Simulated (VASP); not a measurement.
CaF: charges calculation

- system: CaF (2 atoms in the cell)
- method: Kohn-Sham DFT of a periodic cell, PBE with rVV10, VASP PAW PBE potentials, soft, no spin polarisation (VASP 6.6.1)

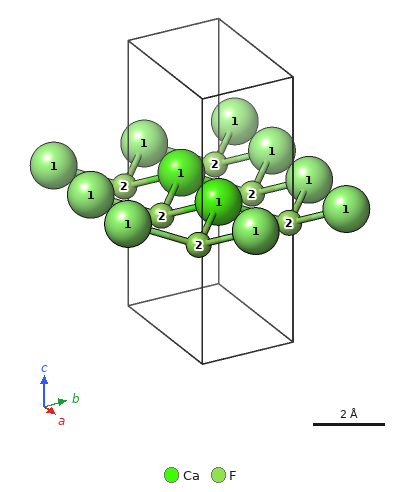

**Figure 1.** The structure (ball-and-stick view of the 2 × 1 repeat of the cell, with the vacuum cut short, seen slightly off an axis; neighbours outside the cell are drawn fainter; atoms are numbered from 1 in the order of the input). Near neighbours in the crystal (not all of them lie inside the picture): Ca has 3 F at 2.19 to 2.39 Å; F has 3 Ca at 2.19 to 2.39 Å.

### Summary

- outcome: converged
- electrons treated: 17
- free energy: −7.5835 eV
- Fermi energy of the self-consistent step: −1.914 eV
- gap on the k-point mesh: none (metallic)
- largest force (length of the vector): 0.235 eV/Å
- hardware: 1 thread of Intel Xeon (Emerald Rapids), 192 GiB of memory available, shared host
- wall time: 94 s
- peak memory: 0.35 GiB

### Notes

Settings chosen away from the usual ones: ENCUT set to 200; ALGO set to Fast. The settings depart from the standard set-up of this series, which can bear on the numbers. The cell holds an odd number of electrons but the run has no spin polarisation, so it comes out as a metal.

### INCAR
```
SYSTEM = CaF
PREC = Accurate
ENCUT = 200
EDIFF = 1E-7
ISMEAR = 0
SIGMA = 0.05
LREAL = .FALSE.
LASPH = .TRUE.
NELM = 100
ALGO = Fast
ISIF = 2
LWAVE = .FALSE.
LCHARG = .TRUE.
LDIPOL = .TRUE.
IDIPOL = 3
DIPOL = 0.5 0.5 0.292
GGA = PE
LUSE_VDW = .TRUE.
IVDW_NL = 2
BPARAM = 10.0
CPARAM = 0.0093
LORBIT = 11
LELF = .TRUE.
LVHAR = .TRUE.
LVACPOTAV = .TRUE.
```

### KPOINTS
```
regular mesh
0
G
  8 8 1
  0 0 0
```

### POSCAR
```
CaF
1.0
    3.7249700000      0.0000000000      0.0000000000
   -1.8624800000      3.2259200000      0.0000000000
    0.0000000000      0.0000000000     25.5276600000
Ca F
1 1
Direct
    0.6535800000      0.3204920000      0.3061690000
   -0.0011150000     -0.0408890000      0.2777150000
```

Run as:
```bash
cat potpaw_PBE.64/Ca_sv/POTCAR potpaw_PBE.64/F_s/POTCAR > POTCAR
mpirun -np 1 vasp_std > vasp.out
```

### OSZICAR
```
N       E                     dE             d eps       ncg     rms          rms(c)
DAV:   1     0.548071903399E+02    0.54807E+02   -0.60816E+03  1292   0.482E+02
DAV:   2    -0.374745594887E+01   -0.58555E+02   -0.57901E+02  1120   0.185E+02
DAV:   3    -0.817792040095E+01   -0.44305E+01   -0.44155E+01  1440   0.360E+01
DAV:   4    -0.835538018980E+01   -0.17746E+00   -0.17707E+00  1132   0.483E+00
DAV:   5    -0.835752160936E+01   -0.21414E-02   -0.21212E-02  1136   0.506E-01    0.132E+01
RMM:   6    -0.770537289955E+01    0.65215E+00   -0.13539E+00   894   0.761E+00    0.112E+01
RMM:   7    -0.760551890503E+01    0.99854E-01   -0.31700E-01  1084   0.292E+00    0.434E+00
RMM:   8    -0.758635213368E+01    0.19167E-01   -0.67458E-02  1145   0.156E+00    0.539E-01
RMM:   9    -0.758346547906E+01    0.28867E-02   -0.18769E-02  1243   0.724E-01    0.214E-01
RMM:  10    -0.758280278994E+01    0.66269E-03   -0.59554E-03  1403   0.358E-01    0.144E-01
RMM:  11    -0.758242434456E+01    0.37845E-03   -0.24325E-03  1321   0.249E-01    0.764E-02
RMM:  12    -0.758265813399E+01   -0.23379E-03   -0.11032E-03  1545   0.136E-01    0.222E-02
RMM:  13    -0.758296971836E+01   -0.31158E-03   -0.43486E-04  1402   0.108E-01    0.250E-02
RMM:  14    -0.758318367513E+01   -0.21396E-03   -0.26931E-04  1522   0.730E-02    0.120E-02
RMM:  15    -0.758329035842E+01   -0.10668E-03   -0.93447E-05  1548   0.532E-02    0.906E-03
RMM:  16    -0.758339454375E+01   -0.10419E-03   -0.75223E-05  1487   0.451E-02    0.159E-02
RMM:  17    -0.758344822197E+01   -0.53678E-04   -0.34718E-05  1418   0.352E-02    0.202E-03
RMM:  18    -0.758348370273E+01   -0.35481E-04   -0.23364E-05  1495   0.237E-02    0.267E-03
RMM:  19    -0.758350315647E+01   -0.19454E-04   -0.91487E-06  1476   0.161E-02    0.185E-03
RMM:  20    -0.758351739458E+01   -0.14238E-04   -0.45956E-06  1445   0.121E-02    0.985E-04
RMM:  21    -0.758352184350E+01   -0.44489E-05   -0.23779E-06  1363   0.880E-03    0.720E-04
RMM:  22    -0.758352272840E+01   -0.88490E-06   -0.13251E-06  1214   0.633E-03    0.731E-04
RMM:  23    -0.758352298621E+01   -0.25781E-06   -0.67896E-07  1069   0.452E-03    0.209E-04
RMM:  24    -0.758352296987E+01    0.16336E-07   -0.25116E-07   924   0.323E-03
   1 F= -.75835230E+01 E0= -.75829247E+01  d E =-.119646E-02
```

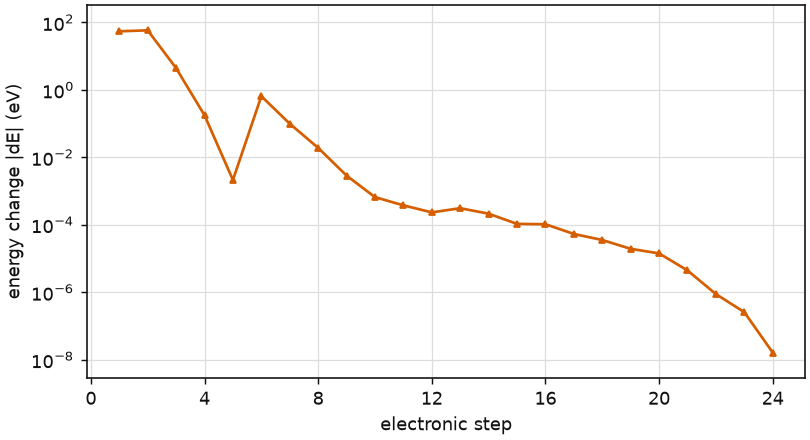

**Figure 2.** Convergence of the self-consistent field: energy change |dE| against the electronic step. It takes 24 electronic steps. The density is held fixed in the first few steps, and dE rises again when its update begins.

### Parts of OUTCAR
```
SYSTEM = CaF
   PREC = Accurate
   ENCUT = 200
   EDIFF = 1E-7
   ISMEAR = 0
   LREAL = .FALSE.
   LASPH = .TRUE.
   NELM = 100
   ISIF = 2
   GGA = PE
   IVDW_NL = 2
   BPARAM = 10.0
   LORBIT = 11

 ion  position               nearest neighbor table
   1  0.654  0.320  0.306-   2 2.19   2 2.24   2 2.39
   2  0.999  0.959  0.278-   1 2.19   1 2.24   1 2.39

  LATTYP: Found a hexagonal cell.
 ALAT       =     3.7249700000
 C/A-ratio  =     6.8531182801

  Lattice vectors:

 A1 = (   3.7249700000,   0.0000000000,   0.0000000000)
 A2 = (  -1.8624800000,   3.2259200000,   0.0000000000)
 A3 = (   0.0000000000,   0.0000000000,  25.5276600000)

Analysis of symmetry for initial positions (statically):
=====================================================================
 Subroutine PRICEL returns:
 Original cell was already a primitive cell.

 Routine SETGRP: Setting up the symmetry group for a
 hexagonal supercell.

 Subroutine GETGRP returns: Found  1 space group operations
 (whereof  1 operations were pure point group operations)
 out of a pool of 24 trial point group operations.

The static configuration has the point symmetry C_1 .

Analysis of symmetry for dynamics (positions and initial velocities):
=====================================================================
 Subroutine PRICEL returns:
 Original cell was already a primitive cell.

 Routine SETGRP: Setting up the symmetry group for a
 hexagonal supercell.

 Subroutine GETGRP returns: Found  1 space group operations
 (whereof  1 operations were pure point group operations)
 out of a pool of 24 trial point group operations.

The dynamic configuration has the point symmetry C_1 .

 Subroutine INISYM returns: Found  1 space group operations
 (whereof  1 operations are pure point group operations),
 and found     1 'primitive' translations

----------------------------------------------------------------------------------------

                                     Primitive cell

  volume of cell :     306.7520

  direct lattice vectors                    reciprocal lattice vectors
     3.724970000  0.000000000  0.000000000     0.268458538  0.154994128  0.000000000
    -1.862480000  3.225920000  0.000000000     0.000000000  0.309989088  0.000000000
     0.000000000  0.000000000 25.527660000     0.000000000  0.000000000  0.039173195

  length of vectors
     3.724970000  3.724968671 25.527660000     0.309988978  0.309989088  0.039173195

  position of ions in fractional coordinates (direct lattice)
     0.653580000  0.320492000  0.306169000
     0.998885000  0.959111000  0.277715000

  ion indices of the primitive-cell ions
   primitive index   ion index
                 1           1
                 2           2

----------------------------------------------------------------------------------------

 KPOINTS: regular mesh

Automatic generation of k-mesh.
 Grid dimensions read from file:
 generate k-points for:    8    8    1

 Generating k-lattice:

  Cartesian coordinates                     Fractional coordinates (reciprocal lattice)
     0.033557317  0.019374266  0.000000000     0.125000000  0.000000000  0.000000000
     0.000000000  0.038748636  0.000000000     0.000000000  0.125000000  0.000000000
     0.000000000  0.000000000  0.039173195     0.000000000  0.000000000  1.000000000

  Length of vectors
     0.038748622  0.038748636  0.039173195

  Shift w.r.t. Gamma in fractional coordinates (k-lattice)
     0.000000000  0.000000000  0.000000000

 Subroutine IBZKPT returns following result:
 ===========================================

 Found     34 irreducible k-points:

 Following reciprocal coordinates:
            Coordinates               Weight
  0.000000  0.000000  0.000000      1.000000
  0.125000  0.000000  0.000000      2.000000
  0.000000  0.125000  0.000000      2.000000
 -0.125000  0.125000  0.000000      2.000000
  0.250000  0.000000  0.000000      2.000000
  0.000000  0.250000  0.000000      2.000000
 -0.250000  0.250000  0.000000      2.000000
  0.375000  0.000000  0.000000      2.000000
  0.000000  0.375000  0.000000      2.000000
 -0.375000  0.375000  0.000000      2.000000
  0.500000  0.000000  0.000000      1.000000
  0.000000  0.500000  0.000000      1.000000
  0.500000  0.500000  0.000000      1.000000
  0.125000  0.125000  0.000000      2.000000
 -0.125000  0.250000  0.000000      2.000000
 -0.250000  0.125000  0.000000      2.000000
  0.250000  0.125000  0.000000      2.000000
 -0.125000  0.375000  0.000000      2.000000
 -0.375000  0.250000  0.000000      2.000000
 -0.250000  0.375000  0.000000      2.000000
  0.125000  0.250000  0.000000      2.000000
  0.375000 -0.125000  0.000000      2.000000
  0.375000  0.125000  0.000000      2.000000
 -0.125000  0.500000  0.000000      2.000000
 [... further k-points ...]
   k-points           NKPTS =     34   k-points in BZ     NKDIM =     34   number of bands    NBANDS=     12
   number of dos      NEDOS =    301   number of ions     NIONS =      2
   total plane-waves  NPLWV =  38880
   dimension x,y,z NGX =    18 NGY =   18 NGZ =  120
   dimension x,y,z NGXF=    36 NGYF=   36 NGZF=  240
   ions per type =               1   1
   NGX,Y,Z   is equivalent  to a cutoff of   8.03,  8.03,  7.81 a.u.
   NGXF,Y,Z  is equivalent  to a cutoff of  16.07, 16.07, 15.63 a.u.
 SYSTEM =  CaF
   PREC   = accura    normal or accurate (medium, high low for compatibility)
   ISTART =      0    job   : 0-new  1-cont  2-samecut
   ICHARG =      2    charge: 1-file 2-atom 10-const
   ISPIN  =      1    spin polarized calculation?
   LNONCOLLINEAR =      F non collinear calculations
   LSORBIT =      F    spin-orbit coupling
   LASPH  =      T    aspherical Exc in radial PAW
   ENCUT  =  200.0 eV  14.70 Ry    3.83 a.u.   4.30  4.30 29.44*2*pi/ulx,y,z
   NELM   =    100;   NELMIN=  2; NELMDL= -5     # of ELM steps
   EDIFF  = 0.1E-06   stopping-criterion for ELM
   LREAL  =      F    real-space projection
   EDIFFG = 0.1E-05   stopping-criterion for IOM
   NSW    =      0    number of steps for IOM
   IBRION =     -1    ionic relax: 0-MD 1-quasi-New 2-CG
   NFREE  =      0    steps in history (QN), initial steepest desc. (CG)
   ISIF   =      2    stress and relaxation
   ISYM   =      2    0-nonsym 1-usesym 2-fastsym
   POTIM  = 0.5000    time-step for ionic-motion
   TEBEG  =    0.0;   TEEND  =   0.0 temperature during run
   PSTRESS=    0.0 pullay stress
   NELECT =      17.0000    total number of electrons
   NUPDOWN=      -1.0000    fix difference up-down
   EMIN   =  10.00;   EMAX   =-10.00  energy-range for DOS
   EFERMI =   0.00;   METHOD = LEGACY
   ISMEAR =     0;   SIGMA  =   0.05  broadening in eV -4-tet -1-fermi 0-gaus
   EFERMI_NEDOS =   21; number of points for ismear=-14 and -15
   IALGO  =     68    algorithm
   IMIX   =      4    mixing-type and parameters
     AMIX     =   0.40;   BMIX     =  1.00
     AMIX_MAG =   1.60;   BMIX_MAG =  1.00
  volume/ion in A,a.u.               =     153.38      1035.03
  Fermi-wavevector in a.u.,A,eV,Ry     =   0.624159  1.179490  5.300485  0.389575
  Thomas-Fermi vector in A             =   1.684619
   LORBIT       =     11    0 simple, 1 ext, 2 COOP (PROOUT), +10 PAW based schemes
   GGA     = PE    functional components
   LHFCALC =     F    Hartree Fock is set to
   AEXX    =    0.0000 exact exchange contribution
   IVDW_NL    =     2    kernel type
   BPARAM     =10.0000
   IVDW    =     0    specifies the selected vdW correction
   LEPSILON=     F    determine dielectric tensor
   LRPA    =     F    only Hartree local field effects (RPA)
 non-spin polarized calculation
 RMM-DIIS sequential band-by-band and
 Gauss-broadening in eV      SIGMA  =   0.05
  energy-cutoff  :      200.00
  volume of cell :      306.75
 maximum number of plane-waves:      2021
 NGX is ok and might be reduce to    18
   NGX =  9   NGY =  9   NGZ = 59

 number of electron      17.0000015 magnetization

 dipolmoment           0.000000      0.000000      0.117926 electrons x Angstroem

 Free energy of the ion-electron system (eV)
  ---------------------------------------------------
  ext. energy  EPLUGINS =         0.00000000
  ---------------------------------------------------
  free energy    TOTEN  =        -7.58352297 eV

  energy without entropy =       -7.58232651  energy(sigma->0) =       -7.58292474

 E-fermi :  -1.9142     XC(G=0):  -1.9706     alpha+bet : -1.2057

 val. band max:       -1.9937980842   @ k =  -0.3750   0.2500   0.0000
 cond. band min:      -1.9115539513   @ k =   0.0000   0.3750   0.0000
 fundamental gap:      0.0822441329
 Fermi energy:        -1.9141673320

 k-point     1 :       0.0000    0.0000    0.0000
  band No.  band energies     occupation
      1     -44.9088      2.00000
      2     -28.3832      2.00000
      3     -25.8346      2.00000
      4     -25.8001      2.00000
      5     -25.7290      2.00000
      6     -10.0850      2.00000
      7     -10.0398      2.00000
      8      -9.7612      2.00000
      9      -3.4909      2.00000
     10      -1.3045      0.00000
     11      -0.4200      0.00000
     12       0.4757      0.00000

 k-point     2 :       0.1250    0.0000    0.0000
  band No.  band energies     occupation
      1     -44.9047      2.00000
      2     -28.4272      2.00000
      3     -25.8879      2.00000
      4     -25.8128      2.00000
      5     -25.6200      2.00000
      6     -10.0900      2.00000
      7      -9.9880      2.00000
      8      -9.7322      2.00000
      9      -3.2222      2.00000
     10      -1.1521      0.00000
     11      -0.4212      0.00000
     12       0.5289      0.00000

 k-point     3 :       0.0000    0.1250    0.0000
  band No.  band energies     occupation
      1     -44.9046      2.00000
      2     -28.4313      2.00000
      3     -25.8908      2.00000
      4     -25.8087      2.00000
      5     -25.6167      2.00000
      6     -10.0893      2.00000
      7      -9.9862      2.00000
      8      -9.7308      2.00000
      9      -3.2247      2.00000
     10      -1.1512      0.00000
     11      -0.4493      0.00000
     12       0.5430      0.00000

 k-point     4 :      -0.1250    0.1250    0.0000
  band No.  band energies     occupation
      1     -44.9050      2.00000
      2     -28.4073      2.00000
      3     -25.8799      2.00000
      4     -25.8093      2.00000
      5     -25.6555      2.00000
      6     -10.0515      2.00000
      7     -10.0372      2.00000
      8      -9.7324      2.00000
      9      -3.2132      2.00000
     10      -1.1573      0.00000
     11      -0.3338      0.00000
     12       0.5268      0.00000

 k-point     5 :       0.2500    0.0000    0.0000
  band No.  band energies     occupation
      1     -44.8947      2.00000
      2     -28.5519      2.00000
      3     -25.9228      2.00000
      4     -25.8344      2.00000
      5     -25.4795      2.00000
      6     -10.1434      2.00000
      7      -9.9141      2.00000
      8      -9.6467      2.00000
      9      -2.5537      2.00000
     10      -0.8536      0.00000
     11      -0.4768      0.00000
     12       0.5956      0.00000

 [... the levels of 18 k-points are left out ...]

 k-point    24 :      -0.1250    0.5000    0.0000
  band No.  band energies     occupation
      1     -44.8805      2.00000
      2     -28.7326      2.00000
      3     -25.9208      2.00000
      4     -25.8854      2.00000
      5     -25.3278      2.00000
      6     -10.1551      2.00000
      7      -9.8398      2.00000
      8      -9.5454      2.00000
      9      -1.7120      0.00000
     10      -0.7594      0.00000
     11      -0.1098      0.00000
     12       0.5737      0.00000

 [... further k-points ...]

------------------------ aborting loop because EDIFF is reached ----------------------------------------

  FORCE on cell =-STRESS in cart. coord.  units (eV):
  Direction    XX          YY          ZZ          XY          YZ          ZX
  --------------------------------------------------------------------------------------
  -------------------------------------------------------------------------------------
  Total      -10.8020784    -10.0969116    -11.2187066      0.2469786     -0.2084423      0.1408817
  in kB      -56.4196684    -52.7365551    -58.5957332      1.2899789     -1.0887023      0.7358306
  external PRESSURE =     -55.9173189 kB  Pullay stress =       0.0000000 kB

 VOLUME and BASIS-vectors are now :
 -----------------------------------------------------------------------------
  energy-cutoff  :      200.00
  volume of cell :      306.75
      direct lattice vectors                 reciprocal lattice vectors
     3.724970000  0.000000000  0.000000000     0.268458538  0.154994128  0.000000000
    -1.862480000  3.225920000  0.000000000     0.000000000  0.309989088  0.000000000
     0.000000000  0.000000000 25.527660000     0.000000000  0.000000000  0.039173195

 POSITION                                       TOTAL-FORCE (eV/Angst)
 -----------------------------------------------------------------------------------
      1.83766      1.03388      7.81578         0.064997     -0.138778      0.178646
      1.93449      3.09402      7.08941        -0.064997      0.138778     -0.178646
 -----------------------------------------------------------------------------------
    total drift:                                0.000448      0.001470     -0.002676

  FREE ENERGIE OF THE ION-ELECTRON SYSTEM (eV)
  ---------------------------------------------------
  free  energy   TOTEN  =        -7.5835229699 eV

  energy  without entropy=       -7.5823265067  energy(sigma->0) =       -7.58292474

 vacuum level on the upper side and lower side of the slab         1.940         0.161

 total charge

# of ion       s       p       d       tot
------------------------------------------
    1        2.049   5.856   0.175   8.079
    2        1.732   5.173   0.000   6.905
--------------------------------------------------
tot          3.780  11.029   0.175  14.984
```

### CONTCAR
```
CaF
   1.00000000000000
     3.7249699999999999    0.0000000000000000    0.0000000000000000
    -1.8624799999999999    3.2259199999999999    0.0000000000000000
     0.0000000000000000    0.0000000000000000   25.5276600000000009
  Ca              F
     1     1
Direct
     0.6535799999999981    0.3204920000000016    0.3061689999999970
     0.9988850000000014    0.9591110000000000    0.2777150000000006

  0.00000000E+00  0.00000000E+00  0.00000000E+00
  0.00000000E+00  0.00000000E+00  0.00000000E+00
```
